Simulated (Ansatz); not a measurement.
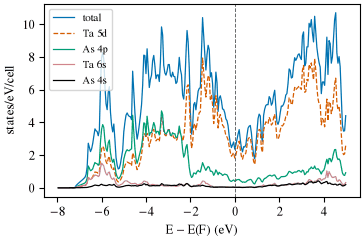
Total and projected density of states of Ta5As4 in space group I4/m (No. 87; Ta on 8h, Ta on 2a, As on 8h), r²SCAN (plane waves, PAW; program Ansatz)

Problem. Which orbitals carry the states next to the Fermi level?

Solution. Within 0.5 eV of the Fermi level: Ta 5d 78 %, As 4p 16 %. Projections are on Löwdin-orthogonalised atomic valence shells; empty p or d shells of many metals are not among them.

Problem. Where is the tallest occupied peak in this window, and what makes it?

Solution. Near -1.4 eV, about 10 states/eV per cell; the largest projected share is Ta 5d.

The workflow started from a Materials Project entry (that database holds measured and hypothetical structures alike); the Crystallography Open Database files this formula in space group No. 87, but the cells were not matched. Its standing as an ambient phase is unchecked. The r²SCAN relaxation kept the symmetry of its start; whether a distortion lowers the energy is not shown. No spin polarisation was allowed. Spin–orbit coupling is left out wherever it is not named.

Potentials: the earlier of the program's two PAW sets.
